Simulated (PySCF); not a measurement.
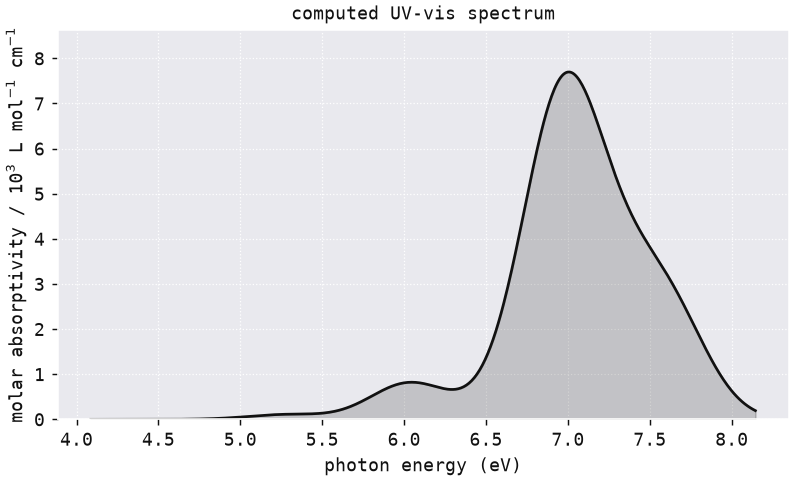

Vertical TDDFT excitations, B3LYP/def2-SVPD with PySCF, at a PBE0-D3(BJ)/def2-SVP geometry (no frequency check), gas phase. Only the first 10 singlet excitations are included; each is broadened by a Gaussian of 1/e half-width 0.33 eV.

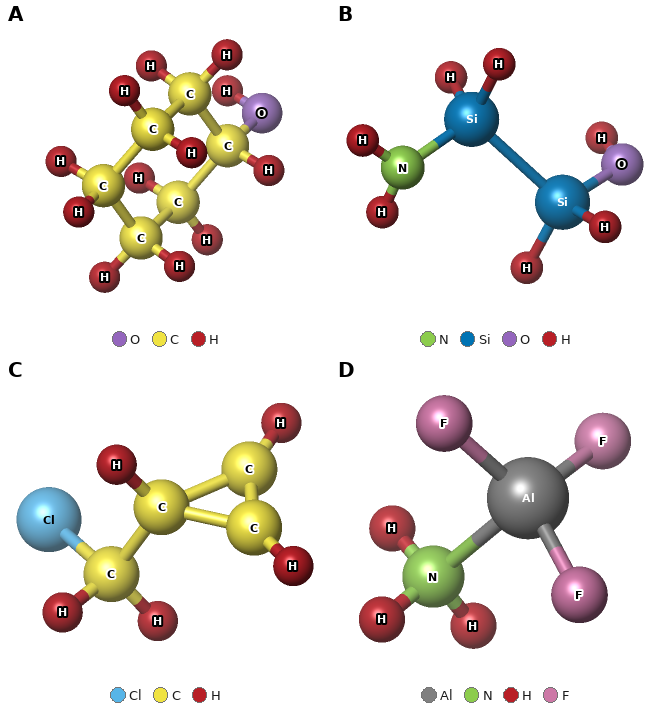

Whose absorption spectrum is this? Choose among the lettered structures.

Structure B, Si₂NH₇O, SMILES N[SiH2][SiH2]O. Its lowest singlet lies at 5.29 eV (f = 0.002) and the brightest of those computed is S7 at 7.00 eV (177 nm), f = 0.114, mainly HOMO → LUMO+3 (94 %).

Caveats: states above the negative HOMO energy depend on the basis; one conformer of a flexible molecule; core orbitals are frozen in the response.
